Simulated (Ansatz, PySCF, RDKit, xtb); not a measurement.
# Which structure has the formula BSiH6S+?, part 2 of 2

Given the formula BSiH6S+ (charge +1) and nothing else, which arrangement of the atoms is the most stable in the gas at 1000 K, and what are its properties?

xtb, Ansatz and PySCF; isolated molecules.

### 11 Free energies and the winner

Energies in kcal/mol from c547a; G adds the thermal terms to the CCSD(T)/def2-TZVP energy.

| label | SMILES | spin | PBE-D3(BJ)/def2-SVP | HF/def2-TZVP | MP2/def2-TZVP | CCSD(T)/def2-TZVP | G | share at equilibrium | T1 |
| --- | --- | --- | --- | --- | --- | --- | --- | --- | --- |
| c547a | B[SH+][SiH3] | singlet | 0.0 | 0.0 | 0.0 | 0.0 | 0.0 | 100.0 % | 0.012 |
| c938a | B[SiH2][SH2+] | singlet | 16.3 | 19.7 | 20.3 | 18.5 | 16.8 | < 0.1 % | 0.012 |
| c029a | [SH2][BH]1[H][SiH2]1 ‡ | singlet | 11.9 | 33.2 | 21.2 | 20.5 | 22.9 | < 0.1 % | 0.013 |

‡ marks the bonded skeleton alone, with all bonds drawn single: no Lewis structure was assigned that passes a check against the bond lengths.

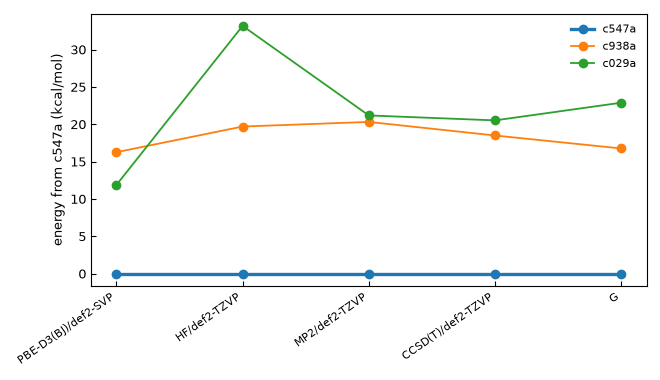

The finalists at each level, measured from c547a.

Lowest found: c547a, `B[SH+][SiH3]`, a singlet of point group C1. Bond lengths: B1–S2 1.851 Å, S2–Si3 2.316 Å, B1–H4 1.205 Å, Si3–H5 1.491 Å, B1–H6 1.203 Å, S2–H7 1.369 Å, Si3–H8 1.491 Å, Si3–H9 1.491 Å. Some angles: B1–S2–Si3 109.4°, B1–S2–H7 104.2°, Si3–S2–H7 105.6°, S2–B1–H4 114.1°, S2–B1–H6 116.7°, S2–Si3–H5 104.8°, S2–Si3–H8 98.4°, S2–Si3–H9 100.2°, H4–B1–H6 129.0°, H5–Si3–H8 116.2°.

```xyz
9

B    -0.5306   -2.1981   -1.3076
S     0.0919   -1.6452    0.3458
Si    0.3266    0.6587    0.3467
H     0.0708   -1.7311   -2.2415
H    -1.0072    1.1785   -0.0707
H    -1.4142   -3.0149   -1.3074
H    -0.9440   -1.9093    1.2012
H     1.4198    0.7671   -0.6610
H     0.7039    0.8850    1.7709
```

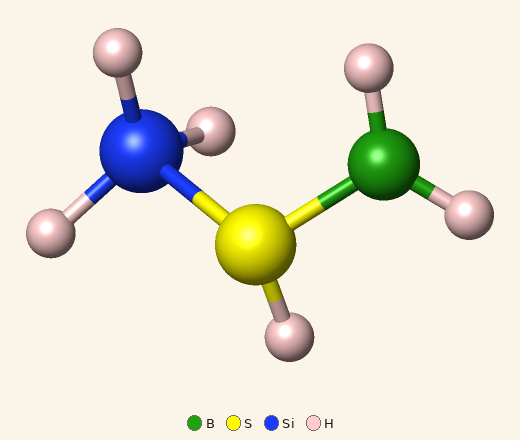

The lowest structure found, seen from a chosen angle (boron green, sulfur yellow, silicon blue, hydrogen pink).

### 12 Density, orbitals and dipole (PBE0/def2-TZVPD)

Contents of input.yaml:

```yaml
basis:
  gaussian: {orbitals: def2-TZVPD}
crystal:
  periodic: [false, false, false]
  atoms:
    - {symbol: B, position_ang: [-0.530615, -2.198061, -1.307631]}
    - {symbol: S, position_ang: [0.091864, -1.645189, 0.345829]}
    - {symbol: Si, position_ang: [0.326569, 0.658662, 0.346656]}
    - {symbol: H, position_ang: [0.070830, -1.731056, -2.241464]}
    - {symbol: H, position_ang: [-1.007175, 1.178463, -0.070664]}
    - {symbol: H, position_ang: [-1.414183, -3.014885, -1.307366]}
    - {symbol: H, position_ang: [-0.944022, -1.909290, 1.201191]}
    - {symbol: H, position_ang: [1.419778, 0.767140, -0.661024]}
    - {symbol: H, position_ang: [0.703871, 0.885017, 1.770864]}
hamiltonian: {xc: pbe0}
output: {forces: true, orbitals: {seedname: orbitals}}
total_charge: 1
```

Command:

```sh
$ ansatz run input.yaml --threads 1 --pin off --max-ram 2610MiB --events-out events.jsonl --progress --plain --runs-dir runs
```

The program printed, shortened:

```text
Warning: RAYON_NUM_THREADS=1 ignored (pool sized by the plan → 1); use --threads N
Functional definition: PBE0
  name "PBE0"
[...]
1082 factors; their error is unknown
[...]
mean field -19471.94370062 eV, -715.5807324404 hartree, gradient 2.8e-5 eV, S^2 0.000000; 0 other end points of the search recorded, 0 dependent functions left out
[...]
reference -19471.94373953 eV, -715.5807338701 hartree; 20, 20 occupied and 160, 160 virtual orbitals, 1082 factors
Total energy: -19471.94373953 eV, -715.5807338701 hartree
Atom 0 at    -0.530615    -2.198061    -1.307631 Å, force    -0.081369    -0.072556    -0.187651 eV/Å
Atom 1 at     0.091864    -1.645189     0.345829 Å, force    -0.305329     0.136979     0.185240 eV/Å
Atom 2 at     0.326569     0.658662     0.346656 Å, force    -0.051222    -0.141682    -0.014230 eV/Å
Atom 3 at     0.070830    -1.731056    -2.241464 Å, force    -0.259078    -0.207323     0.379658 eV/Å
Atom 4 at    -1.007175     1.178463    -0.070664 Å, force     0.303099    -0.108740     0.096389 eV/Å
Atom 5 at    -1.414183    -3.014885    -1.307366 Å, force     0.366734     0.352070    -0.019445 eV/Å
Atom 6 at    -0.944022    -1.909290     1.201191 Å, force     0.349158     0.115878    -0.346711 eV/Å
Atom 7 at     1.419778     0.767140    -0.661024 Å, force    -0.237567    -0.022349     0.221971 eV/Å
Atom 8 at     0.703871     0.885017     1.770864 Å, force    -0.084427    -0.052279    -0.315221 eV/Å
Dipole moment:    -0.189344     0.012021     0.032764 e Å
```

Wall time 8.4 s (1 thread of Arm Neoverse V1, shared host).

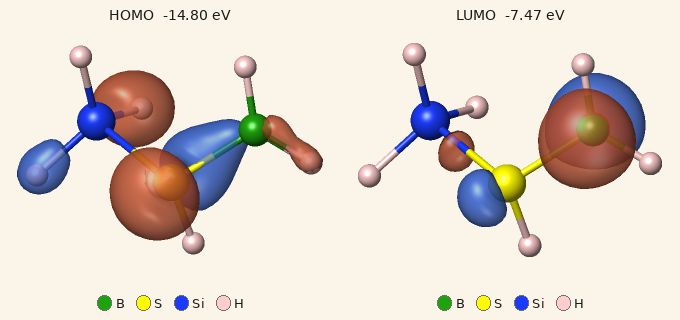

Frontier orbitals of this run, surfaces at ±0.2 Å^-3/2.

### 13 Frequencies after a tight-binding relaxation (GFN2-xTB)

Contents of start.xyz:

```xyz
9
c547a
B     -0.530615    -2.198061    -1.307631
S      0.091864    -1.645189     0.345829
Si     0.326569     0.658662     0.346656
H      0.070830    -1.731056    -2.241464
H     -1.007175     1.178463    -0.070664
H     -1.414183    -3.014885    -1.307366
H     -0.944022    -1.909290     1.201191
H      1.419778     0.767140    -0.661024
H      0.703871     0.885017     1.770864
```

Command:

```sh
$ xtb start.xyz --gfn 2 --ohess tight --chrg 1
```

The program printed, shortened:

```text
* xtb version 6.7.1
[...]
          :  # basis functions                  30          :
[...]
          :  # electrons                        18          :
[...]
          :  Hamiltonian                  GFN2-xTB          :
[...]
          :  net charge                          1          :
          :  unpaired electrons                  0          :
[...]
   *** convergence criteria satisfied after 14 iterations ***
[...]
   *** GEOMETRY OPTIMIZATION CONVERGED AFTER 10 ITERATIONS ***
[...]
   *** convergence criteria satisfied after 3 iterations ***
[...]
         ::                     SUMMARY                     ::
         :::::::::::::::::::::::::::::::::::::::::::::::::::::
         :: total energy              -8.854395104297 Eh    ::
         :: gradient norm              0.000190861062 Eh/a0 ::
         :: HOMO-LUMO gap              4.041105020060 eV    ::
         ::.................................................::
         :: SCC energy                -8.929632705060 Eh    ::
         :: -> isotropic ES            0.129761339172 Eh    ::
         :: -> anisotropic ES         -0.005066645029 Eh    ::
         :: -> anisotropic XC         -0.007960424829 Eh    ::
         :: -> dispersion             -0.003890884887 Eh    ::
         :: repulsion energy           0.075237600763 Eh    ::
         :: add. restraining           0.000000000000 Eh    ::
         :: total charge               1.000000000000 e     ::
         :::::::::::::::::::::::::::::::::::::::::::::::::::::
[...]
         9        2.0000           -0.6199283             -16.8691 (HOMO)
        10                         -0.4714206             -12.8280 (LUMO)
[...]
molecular dipole:
                 x           y           z       tot (Debye)
 q only:       -0.164      -0.475       0.285
   full:       -0.234      -0.679       0.294       1.971
molecular quadrupole (traceless):
[...]
          | TOTAL ENERGY               -8.854395104301 Eh   |
          | TOTAL ENTHALPY             -8.793208454352 Eh   |
          | TOTAL FREE ENERGY          -8.830545791663 Eh   |
          | GRADIENT NORM               0.000190902938 Eh/α |
[...]
```

It took 0.22 s on 1 thread of Arm Neoverse V1, shared host.

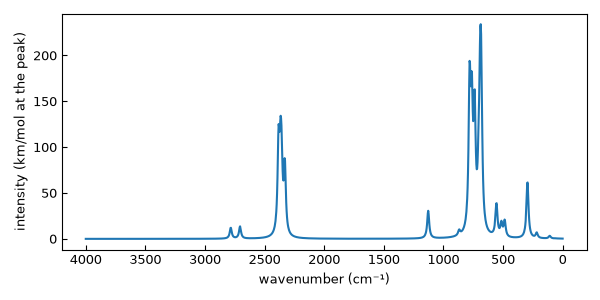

Harmonic infrared spectrum, unscaled, lines broadened by 10 cm⁻¹.

### 14 Electronic excitations (TD-CAM-B3LYP/def2-SVPD)

An in-house driver calls PySCF's response routines at TD-CAM-B3LYP/def2-SVPD; it has no typed input.

The program printed:

```text
coarse grid: 8056 points
cycle   1  E = -715.4975416450  dE =  1.409e-01  |g| = 2.777e-01  |ddm| = 2.930e+00
cycle   2  E = -715.5271557740  dE = -2.961e-02  |g| = 1.288e-01  |ddm| = 6.521e-01
cycle   3  E = -715.5327133041  dE = -5.558e-03  |g| = 2.013e-02  |ddm| = 2.854e-01
cycle   4  E = -715.5328725036  dE = -1.592e-04  |g| = 5.709e-03  |ddm| = 5.272e-02
cycle   5  E = -715.5328854746  dE = -1.297e-05  |g| = 1.400e-03  |ddm| = 1.465e-02
cycle   6  E = -715.5328862696  dE = -7.950e-07  |g| = 4.634e-04  |ddm| = 3.107e-03
final grid: 67112 points
cycle   7  E = -715.6108925638  dE = -6.014e-06  |g| = 5.048e-04  |ddm| = 1.610e-02
cycle   8  E = -715.6108926585  dE = -9.473e-08  |g| = 2.354e-04  |ddm| = 1.627e-03
cycle   9  E = -715.6108926761  dE = -1.754e-08  |g| = 9.439e-05  |ddm| = 5.409e-04
cycle  10  E = -715.6108926791  dE = -2.989e-09  |g| = 8.981e-06  |ddm| = 1.614e-04
cycle  11  E = -715.6108926791  dE = -6.003e-11  |g| = 2.458e-06  |ddm| = 2.648e-05
converged SCF energy = -715.6108926791

Static polarisability (au): isotropic 57.911, principal 47.680 55.404 70.647

Singlet excitations
state   eV       nm        f      main configurations
  1   6.0713    204.2   0.00170   H-1->L 0.68, H-3->L 0.12, H->L 0.10
  2   6.3673    194.7   0.03819   H->L 0.71, H-4->L 0.17
  3   7.1468    173.5   0.05644   H-4->L 0.53, H-1->L 0.14, H->L 0.11
  4   7.5985    163.2   0.03638   H->L+1 0.46, H-3->L 0.36
  5   7.6716    161.6   0.00250   H-2->L 0.61, H-2->L+1 0.16, H-4->L 0.10
  6   8.0232    154.5   0.00773   H->L+2 0.63, H->L+1 0.12
  7   8.1833    151.5   0.02745   H-3->L 0.32, H->L+1 0.26, H->L+2 0.15
  8   8.5760    144.6   0.00211   H-2->L+1 0.58, H-2->L 0.15

Triplet excitations (Tamm-Dancoff, eV): 5.3465 5.5308 6.3849
```

It took 7.2 s on 1 thread of Arm Neoverse V1, shared host.

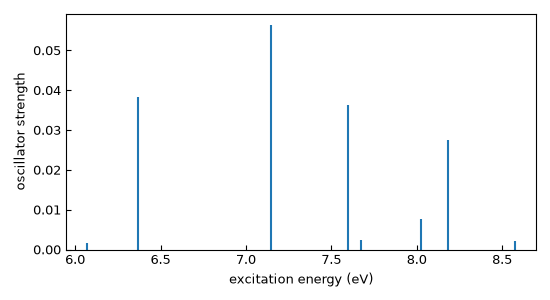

Vertical excitations as sticks.

The roots found:

| excited state | energy (eV) | strength |
| --- | --- | --- |
| 1 | 6.071 | 0.0017 |
| 2 | 6.367 | 0.0382 |
| 3 | 7.147 | 0.0564 |
| 4 | 7.598 | 0.0364 |
| 5 | 7.672 | 0.0025 |
| 6 | 8.023 | 0.0077 |
| 7 | 8.183 | 0.0274 |
| 8 | 8.576 | 0.0021 |

### 15 NMR shieldings (GIAO PBE0/pcSseg-1)

An in-house driver calls PySCF's response routines at GIAO PBE0/pcSseg-1; it has no typed input.

The program printed:

```text
coarse grid: 8056 points
cycle   1  E = -715.4726204305  dE =  1.525e-01  |g| = 2.344e-01  |ddm| = 2.452e+00
cycle   2  E = -715.4848029845  dE = -1.218e-02  |g| = 1.706e-01  |ddm| = 6.006e-01
cycle   3  E = -715.4930631983  dE = -8.260e-03  |g| = 2.342e-02  |ddm| = 2.317e-01
cycle   4  E = -715.4931925138  dE = -1.293e-04  |g| = 9.566e-03  |ddm| = 3.163e-02
cycle   5  E = -715.4932176561  dE = -2.514e-05  |g| = 1.767e-03  |ddm| = 1.123e-02
cycle   6  E = -715.4932187107  dE = -1.055e-06  |g| = 4.588e-04  |ddm| = 2.892e-03
final grid: 67112 points
cycle   7  E = -715.5118684440  dE = -1.452e-05  |g| = 4.268e-03  |ddm| = 1.471e-02
cycle   8  E = -715.5118679825  dE =  4.614e-07  |g| = 4.352e-03  |ddm| = 8.237e-03
cycle   9  E = -715.5118728735  dE = -4.891e-06  |g| = 2.757e-04  |ddm| = 4.672e-03
cycle  10  E = -715.5118728999  dE = -2.636e-08  |g| = 4.098e-05  |ddm| = 4.133e-04
cycle  11  E = -715.5118729004  dE = -4.732e-10  |g| = 1.512e-05  |ddm| = 6.227e-05
converged SCF energy = -715.5118729004

GIAO shielding tensors (ppm)
atom      isotropic    diamagn.    paramagn.     s11        s22        s33       span
  0 B       19.897     197.365    -177.467    -49.213    -17.263    126.168    175.381
  1 S      531.265    1059.658    -528.393    382.535    547.369    663.891    281.356
  2 Si     367.116     878.482    -511.366    342.660    344.540    414.149     71.489
  3 H       23.302      26.915      -3.613     17.891     24.746     27.269      9.377
  4 H       25.672      28.147      -2.475     21.937     24.267     30.812      8.876
  5 H       23.012      26.088      -3.076     18.157     24.289     26.590      8.432
  6 H       25.287      28.352      -3.065     19.552     21.694     34.615     15.064
  7 H       25.392      27.705      -2.313     21.978     23.858     30.342      8.364
  8 H       25.492      27.204      -1.712     21.892     23.999     30.585      8.693
```

It took 4.5 s on 1 thread of Arm Neoverse V1, shared host.

Isotropic shieldings, averaged over atoms that the bond graph makes equivalent (absolute, not shifts):

| atoms | shielding (ppm) |
| --- | --- |
| B1 | 19.9 |
| S2 | 531.3 |
| Si3 | 367.1 |
| H4, H6 | 23.16 |
| H5, H8, H9 | 25.52 |
| H7 | 25.29 |

### 16 One electron fewer at the same geometry (PBE0/def2-TZVPD)

Edit input.yaml of step 12 so:

```diff
@@ -1,3 +1 @@
-basis:
-  gaussian: {orbitals: def2-TZVPD}
 crystal:
@@ -14,4 +12,6 @@
     - {symbol: H, position_ang: [0.703871, 0.885017, 1.770864]}
-hamiltonian: {xc: pbe0}
-output: {forces: true, orbitals: {seedname: orbitals}}
-total_charge: 1
+basis:
+  gaussian: {orbitals: def2-TZVPD}
+hamiltonian: {xc: {name: PBE0}}
+magnetization: {spin_polarized: true, initial_magnetization: 1}
+total_charge: 2
```

Command:

```sh
$ ansatz run input.yaml --threads 1 --pin off --max-ram 2610MiB --events-out events.jsonl --progress --plain --runs-dir runs
```

The program printed:

```text
Warning: RAYON_NUM_THREADS=1 ignored (pool sized by the plan → 1); use --threads N
Functional definition: PBE0
  name "PBE0"
  parameter a = 0.25
  parameter kappa = 0.804
  parameter beta = 0.06672455060314922
  exchange = (1 - a)*pbe_x(kappa = kappa, mu = beta*pi^2/3) + a*exact_x
  correlation = pbe_c(beta = beta)
1082 factors; their error is unknown
mean field evaluation 1: about -19449.7249 eV, gradient 2.7e1 eV
mean field evaluation 2: about -19444.0745 eV, gradient 3.9e1 eV
mean field evaluation 4: about -19454.8277 eV, gradient 5.0e0 eV
mean field evaluation 8: about -19455.0176 eV, gradient 1.6e-1 eV
mean field evaluation 16: about -19455.0398 eV, gradient 6.0e-3 eV
mean field evaluation 32: about -19455.0398 eV, gradient 2.7e-5 eV
mean field -19455.03984009 eV, -714.9595270237 hartree, gradient 6.9e-6 eV, S^2 0.759970; 6 other end points of the search recorded, 0 dependent functions left out
reference -19455.03987416 eV, -714.9595282757 hartree; 20, 19 occupied and 160, 161 virtual orbitals, 1082 factors
Total energy: -19455.03987416 eV, -714.9595282757 hartree
```

Wall time 24 s (1 thread of Arm Neoverse V1, shared host).

Difference from the parent: 16.90 eV.

### 17 One electron more at the same geometry (PBE0/def2-TZVPD)

Edit input.yaml of step 16 so:

```diff
@@ -14,4 +14,4 @@
   gaussian: {orbitals: def2-TZVPD}
-hamiltonian: {xc: {name: PBE0}}
 magnetization: {spin_polarized: true, initial_magnetization: 1}
-total_charge: 2
+hamiltonian: {xc: pbe0}
+scf: {lower_state_search: "off"}
```

Command:

```sh
$ ansatz run input.yaml --threads 1 --pin off --max-ram 2610MiB --events-out events.jsonl --progress --plain --runs-dir runs
```

The program printed, shortened:

```text
Warning: RAYON_NUM_THREADS=1 ignored (pool sized by the plan → 1); use --threads N
Functional definition: PBE0
  name "PBE0"
[...]
1082 factors; their error is unknown
[...]
mean field -19477.59366314 eV, -715.7883647333 hartree, gradient 8.0e-6 eV, S^2 0.757069; 0 other end points of the search recorded, 0 dependent functions left out
reference -19477.59371732 eV, -715.7883667243 hartree; 21, 20 occupied and 159, 160 virtual orbitals, 1082 factors
Total energy: -19477.59371732 eV, -715.7883667243 hartree
Checks for a lower state left out: stability, starts, cluster_reference, orbital_swaps, neighbouring_geometries, increment
```

Wall time 7.5 s (1 thread of Arm Neoverse V1, shared host).

Parent less the species with the added electron: 5.65 eV.

### 18 The triplet at the same geometry (PBE0/def2-TZVPD)

Edit input.yaml of step 17 so:

```diff
@@ -1 +1,4 @@
+basis:
+  gaussian:
+    orbitals: def2-TZVPD
 crystal:
@@ -12,6 +15,7 @@
     - {symbol: H, position_ang: [0.703871, 0.885017, 1.770864]}
-basis:
-  gaussian: {orbitals: def2-TZVPD}
-magnetization: {spin_polarized: true, initial_magnetization: 1}
-hamiltonian: {xc: pbe0}
-scf: {lower_state_search: "off"}
+total_charge: 1
+magnetization:
+  spin_polarized: true
+  initial_magnetization: 2
+hamiltonian:
+  xc: {name: PBE0}
```

Command:

```sh
$ ansatz run input.yaml --threads 1 --pin off --max-ram 2610MiB --events-out events.jsonl --progress --plain --runs-dir runs
```

The program printed:

```text
Warning: RAYON_NUM_THREADS=1 ignored (pool sized by the plan → 1); use --threads N
Functional definition: PBE0
  name "PBE0"
  parameter a = 0.25
  parameter kappa = 0.804
  parameter beta = 0.06672455060314922
  exchange = (1 - a)*pbe_x(kappa = kappa, mu = beta*pi^2/3) + a*exact_x
  correlation = pbe_c(beta = beta)
1082 factors; their error is unknown
mean field evaluation 1: about -19461.0773 eV, gradient 2.7e1 eV
mean field evaluation 2: about -19444.8727 eV, gradient 4.4e1 eV
mean field evaluation 4: about -19466.3310 eV, gradient 6.4e0 eV
mean field evaluation 8: about -19466.6937 eV, gradient 4.6e-1 eV
mean field evaluation 16: about -19466.7291 eV, gradient 9.7e-2 eV
mean field evaluation 32: about -19466.7295 eV, gradient 1.9e-5 eV
mean field -19466.72947676 eV, -715.3891132476 hartree, gradient 1.4e-5 eV, S^2 2.008405; 4 other end points of the search recorded, 0 dependent functions left out
reference -19466.72951718 eV, -715.3891147332 hartree; 21, 19 occupied and 159, 161 virtual orbitals, 1082 factors
Total energy: -19466.72951718 eV, -715.3891147332 hartree
```

Wall time 34 s (1 thread of Arm Neoverse V1, shared host); peak memory 0.62 GiB.

It lies 5.21 eV above the singlet.

### 19 Stability of the closed-shell solution (PBE0/def2-SVP)

Contents of run.py:

```python
# B[SH+][SiH3]
from pyscf import gto, dft

mol = gto.Mole()
mol.atom = [
    ('B', (-0.530615, -2.198061, -1.307631)),
    ('S', (0.091864, -1.645189, 0.345829)),
    ('Si', (0.326569, 0.658662, 0.346656)),
    ('H', (0.070830, -1.731056, -2.241464)),
    ('H', (-1.007175, 1.178463, -0.070664)),
    ('H', (-1.414183, -3.014885, -1.307366)),
    ('H', (-0.944022, -1.909290, 1.201191)),
    ('H', (1.419778, 0.767140, -0.661024)),
    ('H', (0.703871, 0.885017, 1.770864)),
]
mol.spin = 0
mol.charge = 1
mol.basis = 'def2-svp'
mol.max_memory = 1860
mol.verbose = 3
mol.build()

calc0 = dft.RKS(mol)
calc0.xc = 'pbe0'
calc0 = calc0.density_fit(auxbasis='def2-universal-jkfit')
calc0.grids.level = 3
calc0.max_cycle = 100
calc0.kernel()
if not calc0.converged:
    calc0 = calc0.newton().run(calc0.mo_coeff, calc0.mo_occ)

energy = calc0.e_tot
print(f'total energy: {energy:.8f} hartree')
mo_i, mo_e, stable_i, stable_e = calc0.stability(internal=True, external=True, return_status=True)
print('stable: internal', stable_i, 'external', stable_e)
```

Command:

```sh
$ OMP_NUM_THREADS=1 python run.py
```

The program printed:

```text
converged SCF energy = -715.310530601676
total energy: -715.31053060 hartree
<class 'pyscf.df.df_jk.DFRKS'> wavefunction is stable in the internal stability analysis
<class 'pyscf.df.df_jk.DFRKS'> wavefunction is stable in the real -> complex stability analysis
<class 'pyscf.df.df_jk.DFRKS'> wavefunction is stable in the RHF/RKS -> UHF/UKS stability analysis
stable: internal True external True
```

Run time: 73 s. Hardware: 1 thread of Arm Neoverse V1, shared host; peak memory 0.48 GiB.

### 20 What came out

This closing draws on all 2 parts.

```
                                                      quantity                                                                  value
                                        lowest structure found                                              B[SH+][SiH3], singlet, C1
                                                 next finalist                      B[SiH2][SH2+], singlet, 16.8 kcal/mol higher in G
                     share at equilibrium, among the finalists                                                                100.0 %
                                                        funnel  7 starts, 5 minima at GFN2-xTB, 7 screening runs, 3 relaxed, 3 ranked
                                          CPU time of all runs                                                                8.7 min
harmonic wavenumbers, lowest and highest (PBE-D3(BJ)/def2-SVP)                                                       76 and 2751 cm⁻¹
                           rotational constants, same geometry                                            0.4978, 0.1191, 0.1028 cm⁻¹
                                 HOMO energy (PBE0/def2-TZVPD)                                                              -14.80 eV
                                 LUMO energy (PBE0/def2-TZVPD)                                                               -7.47 eV
                               HOMO–LUMO gap (PBE0/def2-TZVPD)                                                                7.33 eV
                    lowest excitation (TD-CAM-B3LYP/def2-SVPD)                                                    6.07 eV (f = 0.002)
                  strongest of the states computed, same level                                                    7.15 eV (f = 0.056)
           lowest triplet excitation, same level, Tamm-Dancoff                                                                5.35 eV
                                    vertical ionisation energy                                                               16.90 eV
                vertical recombination energy (electron added)                                                                5.65 eV
                                 vertical triplet less singlet                                                               +5.21 eV
```

The search ends on `B[SH+][SiH3]`. Among the finalists first place is clear (16.8 kcal/mol); structures outside the list aren't covered. PBE-D3(BJ)/def2-SVP, HF/def2-TZVP and MP2/def2-TZVP already put its bonding pattern lowest among the structures in one piece. The largest share of the time went into the vibrations (38 %). The search is not exhaustive (a finite list of starts, one conformer a finalist), so a lower isomer can't be ruled out. Patterns outside the rules of the enumeration were met only by chance.
